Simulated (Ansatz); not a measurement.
```xyz
9

B    -0.8255   -0.3734    0.1324
O    -0.7981    0.5724   -1.0906
H    -0.8378   -1.5389   -0.1538
H    -1.5710    0.0241    0.9801
H     0.2730    0.5043   -0.3514
P     1.0393   -0.1406    1.0474
H    -0.6366    0.0628   -1.8909
H     1.2891    1.2424    1.2344
H     2.0676   -0.3532    0.0926
```

A transition-state structure; geometry: PBE0-D4/def2-TZVP.

Theory: RKS PBE0-D4/def2-TZVPP in Ansatz.

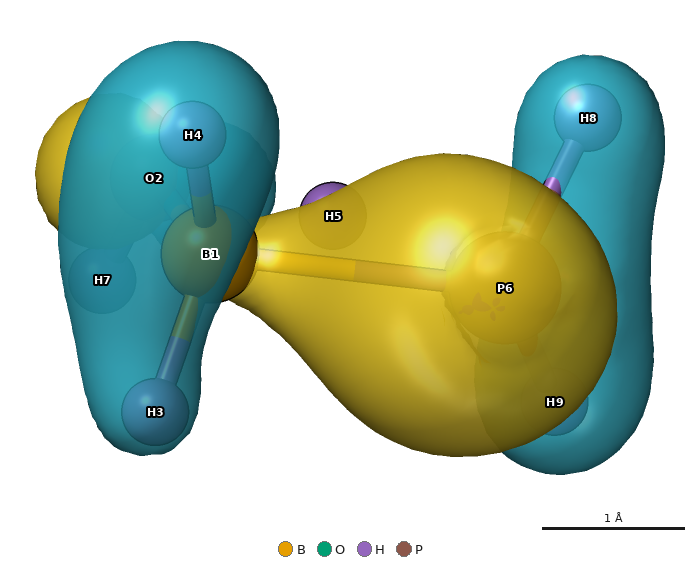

BH$_{5}$OP···H. The HOMO−1 at ±0.15 Å⁻³ᐟ² (yellow and cyan are the two phases), seen from one side.

Describe this orbital and give its energy.

Its weight (Hirshfeld) is mainly on P6 (about 40 %), B1 (about 15 %), H4 (about 10 %), O2 (about 10 %) and H9 (about 5 %). Its energy is −8.58 eV.
